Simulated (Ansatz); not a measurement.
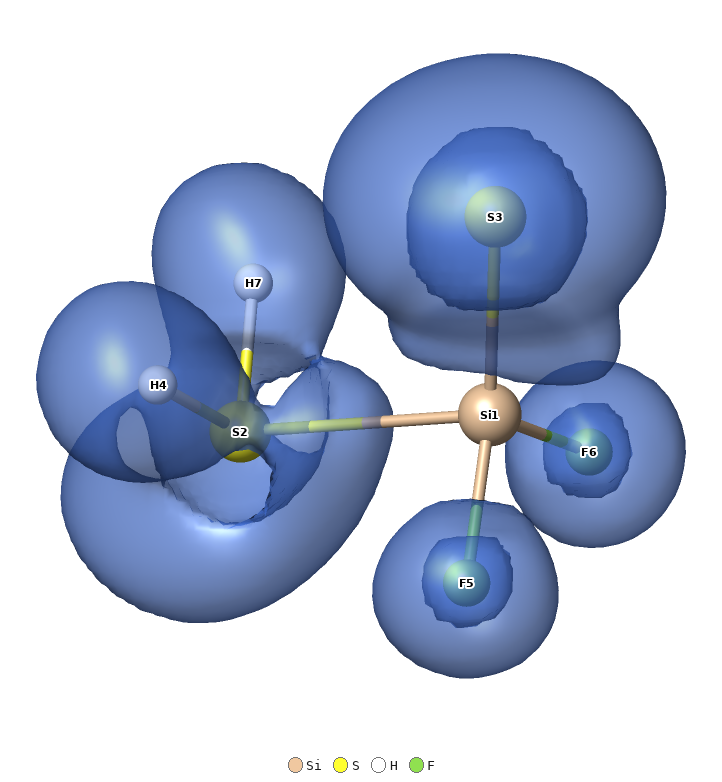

The picture shows: F2H2S2Si. Isosurface of the ELF at 0.75 (blue), seen at a tilt. Core shells and regions of very low density are left out.

The product side of a reaction path; geometry: PBE0-D4/def2-TZVP.

Computed with RKS PBE0-D4/def2-TZVPP (Ansatz 0.2.0).

The calculation's input:

```
crystal:
  periodic: [false, false, false]
  atoms:
    - {symbol: Si, position_ang: [-0.596927, -0.162839, 0.763892]}
    - {symbol: S, position_ang: [1.070626, -0.333540, -1.002780]}
    - {symbol: S, position_ang: [-1.431401, 1.585685, 0.662284]}
    - {symbol: H, position_ang: [0.229740, 0.171408, -1.923835]}
    - {symbol: F, position_ang: [-1.290100, -1.527299, 0.338864]}
    - {symbol: F, position_ang: [0.438675, -0.612635, 1.881099]}
    - {symbol: H, position_ang: [1.579487, 0.879420, -0.719623]}
basis:
  gaussian: {orbitals: def2-TZVPP}
hamiltonian: {xc: pbe0, dispersion: d4}
output: {orbitals: {seedname: orbitals}}
```

Command:

```sh
ansatz run in.yaml --threads 4 --pin off --events-out ev --progress --plain --max-ram 9574MiB
```

**What do the ELF domains correspond to?**

The ELF exceeds this value in one region on S in which the atom's valence shell and bonds are merged, two regions wrapped around F (its lone pairs, merged into a ring or cap) and one joined region spread over several atoms (H, S), in which their bonds and any lone pairs are merged. Profiles from the grid: Si–F (1.59 Å): the ELF peaks at about 0.85 in the valence shell of F, 0.6 Å from its nucleus, and is about 0.55 at the midpoint. Si–S (1.94 Å): the ELF peaks at about 0.85 between the atoms: a covalent bond.
